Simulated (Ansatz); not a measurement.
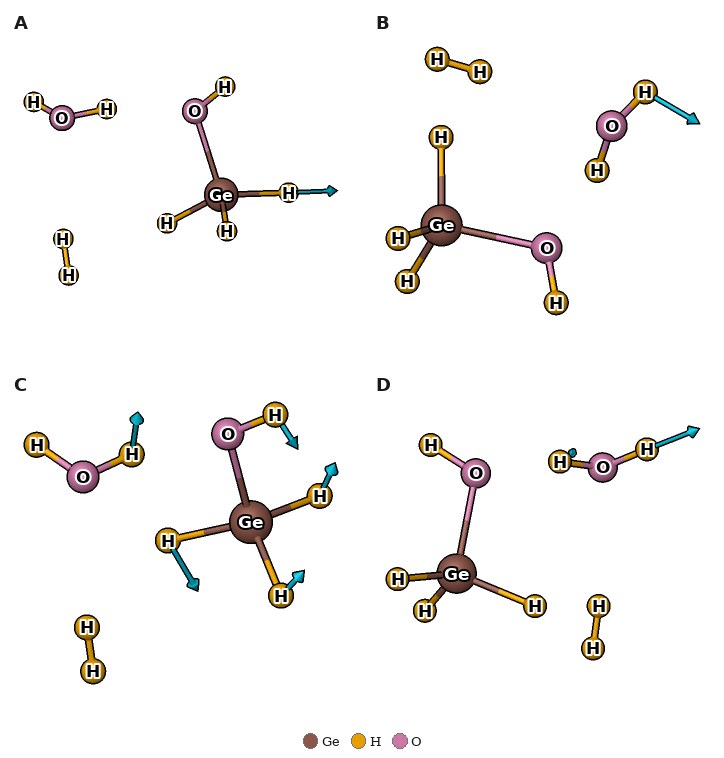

4 normal modes of one molecule or complex, as arrows. Harmonic vibrations computed with RKS PBE0-D4/def2-TZVP (Ansatz 0.2.0) at a stationary point of the same level.

Match the panels to the wavenumbers 147 cm⁻¹, 591 cm⁻¹, 2153 cm⁻¹, 3923 cm⁻¹.

Answer. A: 2153 cm⁻¹, Ge–H stretching
B: 147 cm⁻¹
C: 591 cm⁻¹, H–Ge–O bending
D: 3923 cm⁻¹, O–H stretching
